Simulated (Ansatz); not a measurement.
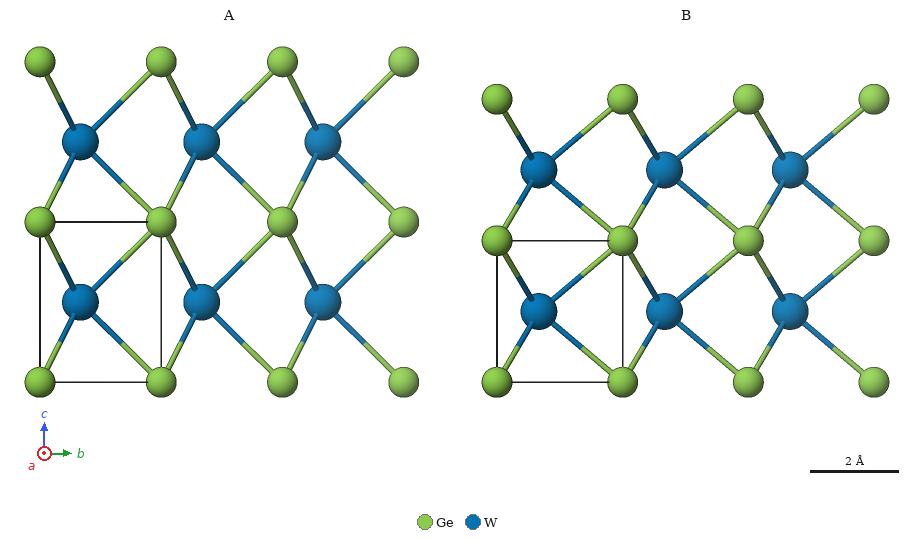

Two geometries of solid GeW (built on the tungsten carbide_187 type) (coarse preliminary run), drawn at one scale. One is the start of a relaxation, the other its converged end. A ball-and-stick model of the cell of the calculation, repeated 1 × 3 × 2 with one cell outlined, seen along the a axis.

All numbers below come from Ansatz 0.2.0, DFT PBE, scalar-relativistic, plane waves, PAW. Settings: plane-wave cutoff 420 eV; k-point mesh 6 × 6 × 6; occupations gaussian; smearing width 0.1 eV; no spin polarisation; cell and atoms relaxed; force threshold 0.04 eV/Å; at most 70 steps.

Question: Which one is relaxed?

Answer: Structure A is the relaxed one. Case: tungsten carbide type (P-6m2, No. 187). Over 5 accepted moves (7 points after the start) the energy falls by 0.281 eV per cell of the calculation. All forces vanish by symmetry, so only the cell relaxes. Pressure: 19.75 GPa at the start and 0.05 GPa at the end. At 2 points the geometry stayed and the basis and grid were re-selected for the new cell (energy shift of 3.2 meV per cell of the calculation at most each time). No atom moves by more than 0.005 Å relative to the cell. Cell: a = b 3.305 → 3.189 Å (−3.5 %), c 3.223 → 3.649 Å (+13.2 %). Volume +5.4 %. Among the contacts that change: W–W 3.223 → 3.649 Å, W–W 3.305 → 3.189 Å, Ge–W 2.498 → 2.592 Å. Among the angles between lasting bonds that change: Ge–W–Ge 80.4° → 89.5°, W–Ge–W 80.4° → 89.5°, Ge–W–Ge 82.8° → 75.9°. The space group stays P-6m2 (No. 187). The run took 26 s on 1 thread of Arm Neoverse N1, with other jobs on the host, peak memory 0.31 GiB.
